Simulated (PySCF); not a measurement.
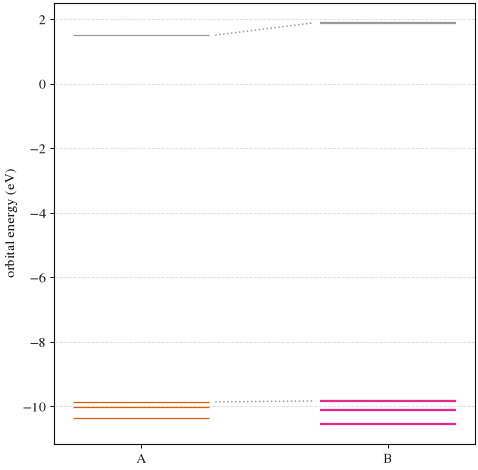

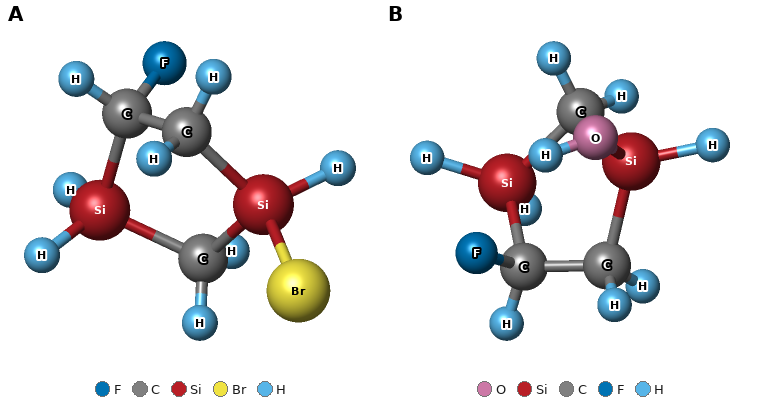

Related molecules: A is C₃H₈BrFSi₂, SMILES F[C@@H]1C[Si@@H](Br)C[SiH2]1; B is C₃H₉FOSi₂, SMILES O[Si@@H]1C[SiH2][C@H](F)C1. Frontier orbital energies, ωB97X-D/def2-SVPD in PySCF 2.14.0, at a GFN2-xTB geometry (no frequency check); drawn are at most three filled levels and, in grey, the LUMO with any level within 0.03 eV of it; dotted lines join the HOMOs and the LUMOs.

What does the change do to the frontier levels?

Answer. From A to B the HOMO hardly moves and the LUMO rises by 0.38 eV, so the separation goes from 11.36 to 11.72 eV.

Caveats, for all or some of the runs: empty levels above zero depend strongly on the basis; one conformer of a flexible molecule; spin-orbit coupling is left out, and with Br it can shift these levels and split any degenerate set; the tight-binding geometry is rougher than a DFT one and adds to the error.
